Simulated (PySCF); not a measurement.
Consider C$_{4}$H$_{6}$BF.

Input file:

```
{"job": {"kind": "uv", "xc": "wB97X-D", "basis": "def2-SVPD", "nstates": 8, "ntriplets": 3}, "charge": 0, "multiplicity": 1}
C      2.120556    -1.234240    -0.481912
C      1.506412    -0.221900    -0.308803
C      0.751964     0.994533    -0.098089
B     -0.799219     0.802019     0.194404
C     -1.558595    -0.575589     0.255242
F     -1.489582     1.912784     0.418016
H      2.671090    -2.113028    -0.637179
H      0.865859     1.633154    -0.981712
H      1.207904     1.551695     0.728196
H     -2.537389    -0.516144    -0.216237
H     -0.999642    -1.390445    -0.194455
H     -1.738160    -0.843524     1.296501
```

Command:

```sh
OMP_NUM_THREADS=1 python probes_run.py task.json out
```

Geometry: GFN2-xTB.

Theory: wB97X-D/def2-SVPD, SCF density, gas phase in PySCF.

> What will maps of the electron density and electron localisation function show?

C–C (1.20 Å): ρ at the midpoint is about 2.7 e/Å³; the ELF peaks at about 0.80 between the atoms; a short, multiple covalent bond.
B–F (1.33 Å): ρ at the midpoint is about 2.2 e/Å³; the ELF peaks at about 0.85 between the atoms: a shared but strongly polarised pair.
C–B (1.57 Å): the density is about 1.4 e/Å³ at the midpoint; the ELF peaks at about 1 between the atoms (localised, covalent bonding).
C–H (1.05 Å): the density is about 2.1 e/Å³ at the midpoint; the ELF climbs to about 1 towards the hydrogen, as it does in any bond to H (an ordinary covalent bond to hydrogen).

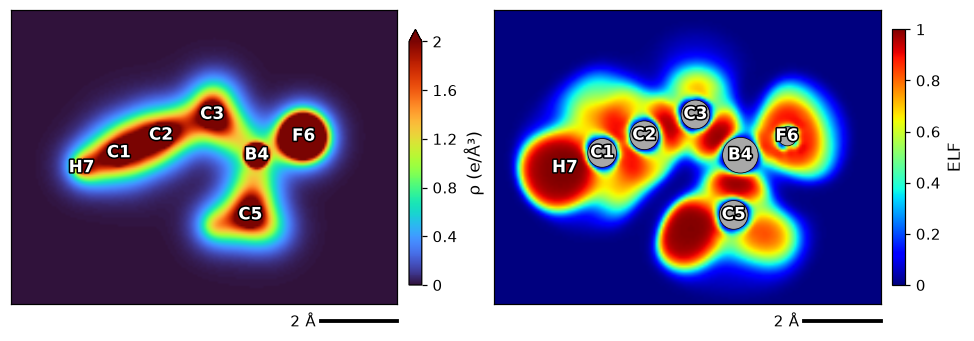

Computed electron density and electron localisation function on the plane of atoms C3, B4 and C5, in this order. Grey discs cover the atomic cores in the ELF map. 
